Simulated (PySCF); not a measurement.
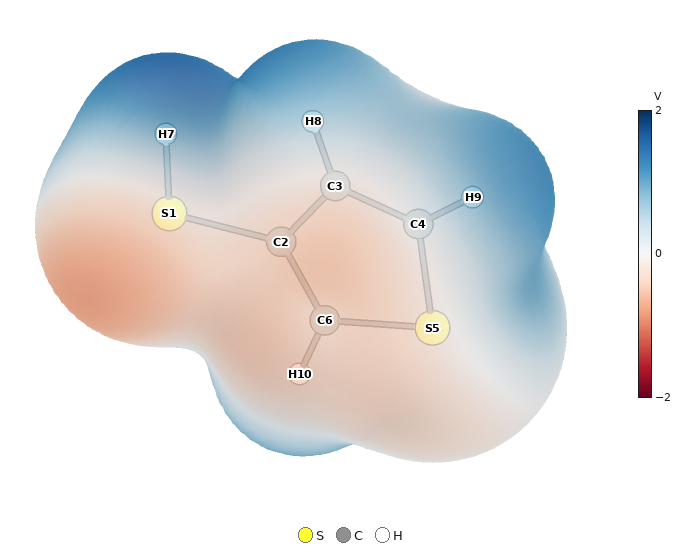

Figure 1: C$_{4}$H$_{4}$S$_{2}$. The molecular electrostatic potential painted on the density surface at 0.002 e/bohr³, seen at a tilt; red is negative and blue positive.

Geometry: GFN2-xTB.

The calculation used PySCF, PBE0/def2-SVPD, SCF density, gas phase.

```yaml
atoms:
  - { symbol: S, position_ang: [2.3181, -0.2113, -0.5909] }
  - { symbol: C, position_ang: [0.6155, 0.1289, -0.2821] }
  - { symbol: C, position_ang: [-0.2279, -0.6783, 0.5241] }
  - { symbol: C, position_ang: [-1.4888, -0.1869, 0.5931] }
  - { symbol: S, position_ang: [-1.6768, 1.2600, -0.3152] }
  - { symbol: C, position_ang: [-0.0290, 1.2085, -0.8019] }
  - { symbol: H, position_ang: [2.3522, -1.3235, 0.1402] }
  - { symbol: H, position_ang: [0.0999, -1.5738, 1.0214] }
  - { symbol: H, position_ang: [-2.3259, -0.5900, 1.1269] }
  - { symbol: H, position_ang: [0.3715, 1.9710, -1.4381] }
```

Q: Describe the electrostatic potential map.

A: The most negative region (about −0.9 V, or −21 kcal/mol for a unit charge) lies over S1, the most positive (about +1.6 V, or +37 kcal/mol for a unit charge) over H7.

Q: What dipole moment does the calculation give?

A: Its dipole moment is 1.25 D.
